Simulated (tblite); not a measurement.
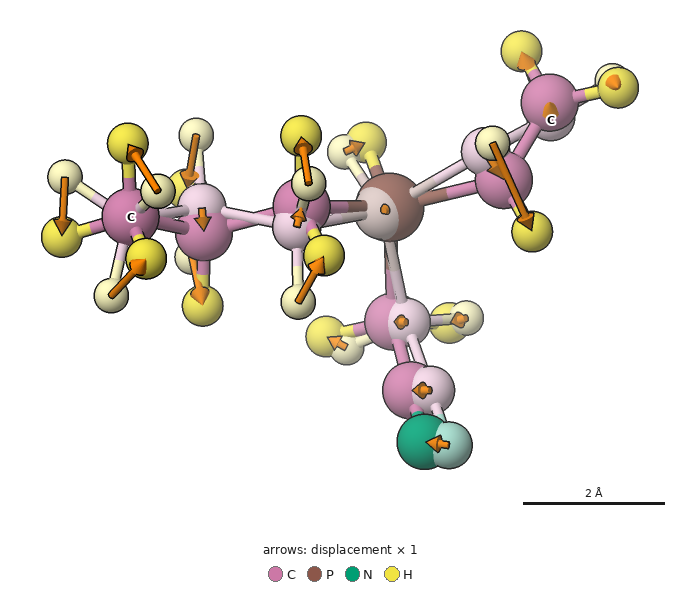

A relaxation of C7H13NP (charge +1). The starting structure is drawn faded, the final one solid; orange arrows show the displacements, at their true length. The two geometries are superimposed by the best rigid fit.

A ball-and-stick model, seen at a tilt.

All numbers below come from GFN2-xTB geometry optimisation, gas phase in tblite 0.8.0. 

> Atoms of which element are displaced furthest, and by how much?

Hydrogen: up to 1.46 Å, against 0.49 Å for carbon.

> What did the optimiser do to the structure, and how much energy did it gain?

The atom that moves furthest after the best rigid fit is an H atom (1.46 Å). Largest moves by element: H 1.46 Å, C 0.49 Å, N 0.37 Å, P 0.15 Å. Near-neighbour distances that change, for instance: C–H 1.111 → 1.078 Å, C–H 1.123 → 1.097 Å, C–P 1.804 → 1.830 Å, H–P 1.403 → 1.382 Å. Bond angles that change, for instance: P–C–H 114.0° → 107.3°, H–C–H 103.7° → 109.4°, P–C–C 106.9° → 112.4°. Groups turn about C–P by about 55°, C–P by about 40°, C–C by about 25°. The energy falls by 42.5 kJ/mol in 203 geometry steps.
